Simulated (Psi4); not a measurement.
**SiH2Br− (SMILES [SiH2-]Br): a chain of runs**

Aim: a structure relaxation (PBEh-3c/def2-mSVP), then the harmonic vibrations of SiH2Br−. 

The calculation is run with Psi4 1.11.

## 1. The molecule

The species is SiH2Br− (4 atoms), meant as a singlet with charge -1. SMILES: `[SiH2-]Br`. The shape is that of a GFN2-xTB optimisation. The run starts from this shape.

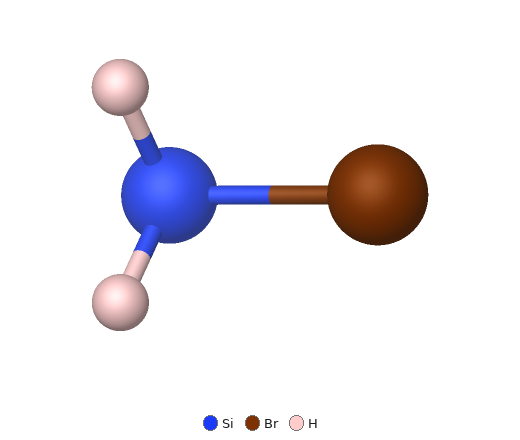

Viewed from a chosen angle; silicon blue, bromine brown, hydrogen pink.

## 2. A geometry optimisation at PBEh-3c/def2-mSVP (density fitting) (run 1)

The input, job.in:

```
memory 1600 mb

molecule molecule1 {
  -1 1
  Si    -0.191960    -0.343010    -0.619410
  Br     1.687710    -0.271360     0.911070
  H     -1.209900    -0.529990     0.461390
  H     -0.285850     1.144360    -0.753060
  symmetry c1
}

set {
  reference rks
  geom_maxiter 60
}

E = optimize("pbeh-3c")
```

Command:

```bash
psi4 job.in job.out -n 1
```

job.out:

```text
[...]
  Running in c1 symmetry.
[...]
  Nuclear repulsion =  129.644243422419237
[...]
  Multiplicity = 1
[...]
  Nalpha       = 26
  Nbeta        = 26
[...]
    Number of basis functions: 54
[...]
   @DF-RKS iter   1: -2863.07850687903101   -1.71258e+00   2.41243e-02 ADIIS/DIIS
[...]
   @DF-RKS iter   6: -2863.39528248288161   -7.27596e-12   9.50327e-09 DIIS
[...]
  @DF-RKS Final Energy: -2863.39528248288161
   => Energetics <=
    Nuclear Repulsion Energy =            128.5423485408482520
    One-Electron Energy =               -4253.2964733184835495
    Two-Electron Energy =                1326.9274305164888119
    DFT Exchange-Correlation Energy =     -65.5714130909208421
    Empirical Dispersion Energy =           0.0028248691855409
    VV10 Nonlocal Energy =                  0.0000000000000000
    Total Energy =                      -2863.3952824828816119
[...]
 Multipole Moments:
 ------------------------------------------------------------------------------------
     Multipole            Electronic (a.u.)      Nuclear  (a.u.)        Total (a.u.)
 ------------------------------------------------------------------------------------
 L = 1.  Multiply by 2.5417464519 to convert [e a0] to [Debye]
 Dipole X            :          9.1986684           -8.1480601            1.0506083
 Dipole Y            :         -0.8975827            1.0378994            0.1403167
 Dipole Z            :          5.7654852           -4.7721371            0.9933481
 Magnitude           :                                                    1.4526551
[...]
  -Total Gradient:
     Atom            X                  Y                   Z
    ------   -----------------  -----------------  -----------------
       1        0.000006811803     0.000048107924     0.000071032217
       2       -0.000033426388    -0.000005042496    -0.000032122308
       3        0.000014147845    -0.000031221165    -0.000009782804
       4        0.000023750899    -0.000013567621    -0.000022911941
[...]
    Final optimized geometry and variables:
    Molecular point group: c1
    Full point group: C1
    Geometry (in Angstrom), charge = -1, multiplicity = 1:
    SI          -1.345468069980    -0.085299908028    -1.141969622236
    BR           0.527068461543     0.014420052793     0.421157425180
    H           -2.411706331751    -0.196429832988    -0.047515204554
    H           -1.510904549522     1.435159399990    -1.230726152640
    Psi4 run time: 0:00:17.90
[...]
```

On the terminal:

```text
Optimizer: Optimization complete!
```

Wall time 19 s (1 thread of AMD EPYC 7B13 (Zen 3), shared host); peak memory 0.36 GiB.

Steps, from the record of the run:

```tsv
step	energy from the first frame kept (eV)	largest force (eV/Å)
0	0.0000	1.1188
1	-0.0332	0.3534
2	-0.0418	0.0863
3	-0.0429	0.0550
4	-0.0433	0.0408
5	-0.0434	0.0134
6	-0.0434	0.0044
```

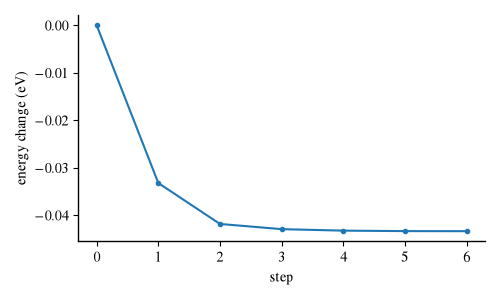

Energy along the run.

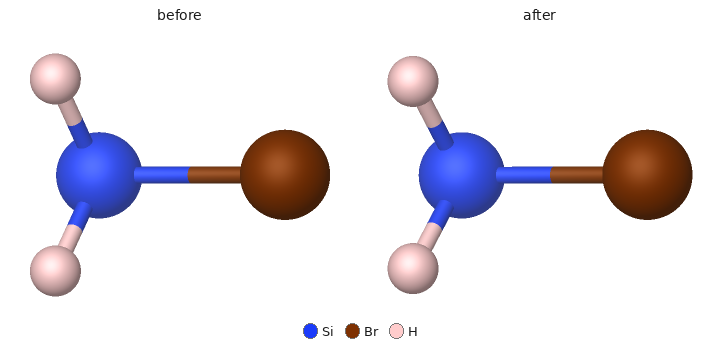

Before and after, at one scale.

After the run. Bond lengths: Si1–Br2 2.441 Å, Si1–H3 1.532 Å, Si1–H4 1.532 Å. Angles: Br2–Si1–H3 94.6°, Br2–Si1–H4 94.6°, H3–Si1–H4 92.2°.

## 3. Vibrational wavenumbers at PBEh-3c/def2-mSVP (density fitting) (run 2)

The input, brh2si.sdf:

```

     RDKit          3D

  4  3  0  0  0  0  0  0  0  0999 V2000
   -0.1857   -0.3644   -0.6436 Si  0  0  0  0  0  3  0  0  0  0  0  0
    1.6869   -0.2646    0.9195 Br  0  0  0  0  0  0  0  0  0  0  0  0
   -1.2519   -0.4755    0.4508 H   0  0  0  0  0  0  0  0  0  0  0  0
   -0.3511    1.1561   -0.7324 H   0  0  0  0  0  0  0  0  0  0  0  0
  2  1  1  0
  3  1  1  0
  4  1  1  0
M  CHG  1   1  -1
M  END
$$$$
```

The input, job.py:

```python
import psi4
from rdkit import Chem

psi4.set_memory(1600000000)
psi4.set_num_threads(1)
psi4.set_output_file('psi4.out', False)

rd = Chem.SDMolSupplier('brh2si.sdf', removeHs=False, sanitize=False)[0]
xyz = rd.GetConformer().GetPositions()
atoms = '\n'.join(f'{a.GetSymbol()} {x:.4f} {y:.4f} {z:.4f}' for a, (x, y, z) in zip(rd.GetAtoms(), xyz))
m = psi4.geometry('-1 1\n' + atoms + '\nsymmetry c1')

psi4.set_options({
    'reference': 'rks',
    't': 298.15,
    'rotational_symmetry_number': 1,
})

energy_value, wavefunction = psi4.frequency("pbeh-3c", return_wfn=True)
print(f'total energy {energy_value:.8f} hartree = {energy_value * 27.211386:.5f} eV')
print('wavenumbers / cm^-1:', wavefunction.frequencies().np.round(1))
```

Command:

```bash
python job.py
```

psi4.out:

```text
[...]
  Running in c1 symmetry.
[...]
  Nuclear repulsion =  128.540845816042491
[...]
  Multiplicity = 1
[...]
  Nalpha       = 26
  Nbeta        = 26
[...]
    Number of basis functions: 54
[...]
   @DF-RKS iter   1: -2863.08003717619022   -1.74450e+00   2.41410e-02 ADIIS/DIIS
[...]
   @DF-RKS iter  11: -2863.39528180609477   -4.54747e-12   2.31706e-09 DIIS
[...]
  @DF-RKS Final Energy: -2863.39528180609477
   => Energetics <=
    Nuclear Repulsion Energy =            128.5345441633545818
    One-Electron Energy =               -4253.2798011510549259
    Two-Electron Energy =                1326.9183767017455011
    DFT Exchange-Correlation Energy =     -65.5712271364989476
    Empirical Dispersion Energy =           0.0028256163596857
    VV10 Nonlocal Energy =                  0.0000000000000000
    Total Energy =                      -2863.3952818060943173
[...]
 Multipole Moments:
 ------------------------------------------------------------------------------------
     Multipole            Electronic (a.u.)      Nuclear  (a.u.)        Total (a.u.)
 ------------------------------------------------------------------------------------
 L = 1.  Multiply by 2.5417464519 to convert [e a0] to [Debye]
 Dipole X            :          9.1997557           -8.1482200            1.0515357
 Dipole Y            :         -0.8967833            1.0376741            0.1408908
 Dipole Z            :          5.7645503           -4.7721348            0.9924155
 Magnitude           :                                                    1.4527443
[...]
  -Total Gradient:
     Atom            X                  Y                   Z
    ------   -----------------  -----------------  -----------------
       1        0.000231178492     0.000119937610    -0.000183951750
       2       -0.000041567028    -0.000034541006    -0.000003142944
       3       -0.000204580005    -0.000115353444     0.000289465828
       4        0.000026144667     0.000027924754    -0.000095995394
[...]
  ==> Harmonic Vibrational Analysis <==
[...]
  Freq [cm^-1]                 293.0092            704.5288            756.6176
[...]
  IR activ [km/mol]            27.7095              1.1622             87.9755
[...]
  Freq [cm^-1]                1021.4283           2018.5290           2023.1223
[...]
  IR activ [km/mol]            76.3115             425.9332            334.6072
[...]
  Total E_0, Enthalpy at 0 [K]                                                        -2863.37975167 [Eh]
[...]
  Total H, Enthalpy at  298.15 [K]                                                    -2863.37530826 [Eh]
[...]
  Total G, Gibbs energy at  298.15 [K]                                                -2863.40613384 [Eh]
[...]
```

On the terminal:

```text
Warning: used thermodynamics relations inappropriate for low-frequency modes: ['293.0092']
total energy -2863.39528247 hartree = -77916.95430 eV
wavenumbers / cm^-1: [ 293.   704.5  756.6 1021.4 2018.5 2023.1]
```

Wall time 56 s (1 thread of AMD EPYC 7B13 (Zen 3), shared host); peak memory 0.42 GiB.

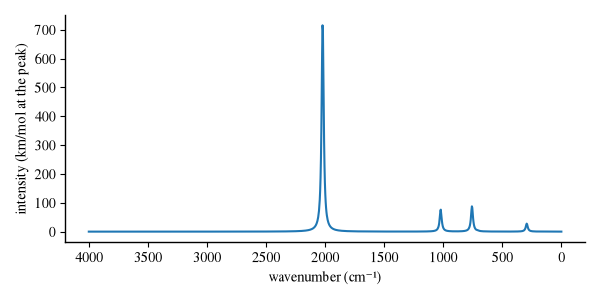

Harmonic infrared spectrum, unscaled, lines broadened by 10 cm⁻¹.

## 4. What came out

```
                                                                           quantity             value
                                  run 1, PBEh-3c/def2-mSVP: total energy at the end    -2863.39528 Eh
                                              run 1, PBEh-3c/def2-mSVP: HOMO energy          -0.94 eV
                                              run 1, PBEh-3c/def2-mSVP: LUMO energy           5.65 eV
    run 1, PBEh-3c/def2-mSVP: HOMO–LUMO gap (to an unbound level, set by the basis)           6.59 eV
                               run 2, PBEh-3c/def2-mSVP: lowest harmonic wavenumber          293 cm⁻¹
                              run 2, PBEh-3c/def2-mSVP: highest harmonic wavenumber         2023 cm⁻¹
                                        run 2, PBEh-3c/def2-mSVP: zero-point energy       40.8 kJ/mol
run 2, PBEh-3c/def2-mSVP: ideal-gas entropy at 298.15 K (symmetry number 1 as used)  64.9 cal/(mol K)
```

The optimisation (run 1, PBEh-3c/def2-mSVP) took 7 steps and changed the energy by -0.043 eV. All 6 modes (run 2, PBEh-3c/def2-mSVP) are real, so the shape is a minimum at this level.
